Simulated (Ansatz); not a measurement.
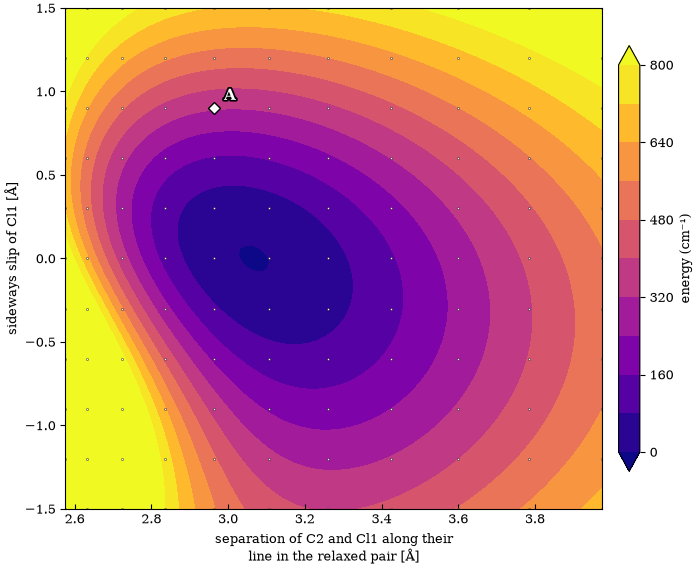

The pair Cl···CO, charge −1. 
- First axis: separation of C2 and Cl1 along their line in the relaxed pair. Second axis: sideways slip of Cl1.
- Nothing is relaxed (both partners rigid).
- The grid has 11 × 11 points.
- Points are written as (first, second).
- Energies: cm⁻¹, counted from the lowest grid point.
- Computed with RKS wB97X-V/def2-SVPD in Ansatz 0.2.0.

Drawn: filled contours, dots at the grid points, one colour for all values above the top of the scale, the point A. Between grid points the surface is interpolated.

### Is A at rest? If not, where is it pushed?

A, at (2.964 Å, 0.9 Å), is not a stationary point. The computed force is 148 cm⁻¹ for each Å towards larger values of the first coordinate and 630 cm⁻¹ for each Å towards smaller values of sideways slip of Cl1.
